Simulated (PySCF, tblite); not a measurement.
# C4H17BSi3: geometry, infrared bands and NMR shifts

What infrared bands and NMR shifts should C4H17BSi3 (`C[SiH2]CB[C@H]([SiH3])C[SiH3]`) show?

Programs: tblite 0.8.0 and PySCF 2.14.0, with density-fitted response routines of our own. Each step states its level of theory. These are calculated values for one molecule in the gas phase, unless marked as measured. Atoms are numbered from 0 throughout.

## 1. The starting structure

25 atoms, charge 0, multiplicity 1; geometry from: force field or distance geometry start.

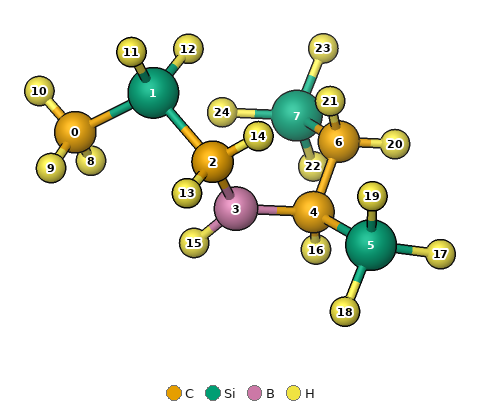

As it starts; carbon amber, silicon teal, boron pink, hydrogen yellow, atoms numbered; sticks join atoms by distance.

## 2. Relaxing the molecule with GFN2-xTB

The job: settings as JSON, then the geometry in Å.

```
{"job": {"kind": "relax", "xc": "GFN2-xTB", "basis": "xTB"}, "charge": 0, "multiplicity": 1}
C      3.379900     0.436200    -0.221900
Si     1.958800     0.586400    -1.450400
C      0.805100    -0.872400    -1.270400
B      0.216300    -0.941000     0.201600
C     -1.335800    -0.712500     0.550100
Si    -2.366000    -2.038700    -0.304600
C     -1.819200     0.693800     0.129800
Si    -1.115100     2.047600     1.243500
H      2.980200     0.495800     0.814500
H      3.883700    -0.533000    -0.360600
H      4.085300     1.266900    -0.389900
H      2.507200     0.592900    -2.803200
H      1.228700     1.837900    -1.199500
H      1.343800    -1.808600    -1.506000
H     -0.030500    -0.734000    -2.003700
H      0.959400    -1.157700     1.115200
H     -1.479400    -0.840700     1.639200
H     -3.767200    -1.905800     0.109200
H     -1.869100    -3.363300     0.097600
H     -2.266400    -1.890300    -1.756100
H     -2.928700     0.754000     0.232800
H     -1.557100     0.914600    -0.921400
H     -1.558800     1.823900     2.635100
H     -1.615100     3.343300     0.775500
H      0.349200     2.028700     1.199100
```

On the command line:

```console
OMP_NUM_THREADS=1 python probes_run.py task.json out
```

One launch serves the whole session: the jobs run in the order shown.

**Question.** This job is followed by: GFN2-xTB harmonic vibrations, gas phase; GIAO PBE0/pcSseg-1 NMR shielding, non-relativistic, gas phase. Predict these results of the whole session: strongest single infrared mode (GFN2-xTB); zero-point energy (GFN2-xTB); 13C shifts against TMS (PBE0/pcSseg-1); 1H shifts against TMS (PBE0/pcSseg-1, means over atoms taken as alike); 29Si shifts against TMS (PBE0/pcSseg-1); 11B shifts against BF3·OEt2 (PBE0/pcSseg-1).

The runs gave:

| quantity | value |
| --- | --- |
| strongest single infrared mode (GFN2-xTB) | 788 cm⁻¹, 703 km/mol |
| zero-point energy (GFN2-xTB) | 116.1 kcal/mol |
| 13C shifts against TMS (PBE0/pcSseg-1) | 32.0, 18.0, 8.8, -4.8 ppm |
| 1H shifts against TMS (PBE0/pcSseg-1, means over atoms taken as alike) | 7.50, 4.60, 4.29, 3.78, 3.77, 2.14, 1.57, 1.39, 1.35, 1.01, 0.20 ppm |
| 29Si shifts against TMS (PBE0/pcSseg-1) | -43.9, -60.9, -70.8 ppm |
| 11B shifts against BF3·OEt2 (PBE0/pcSseg-1) | 81.4 ppm |

The optimisation took 107 steps and gained 0.250 eV; among the close pairs (by a distance rule), B3–C4 changed most, from 1.607 to 1.559 Å. No mode is imaginary among the 69: a minimum at this level. The strongest single mode, at 788 cm⁻¹, is spread over many atoms; the largest shares are those of H17, H18. Unscaled tight-binding wavenumbers are off by several per cent, some by more. Its intensities can rank the bands wrongly. At PBE0/pcSseg-1: The largest span, 181 ppm, is at B3, where the paramagnetic term is -175 ppm.
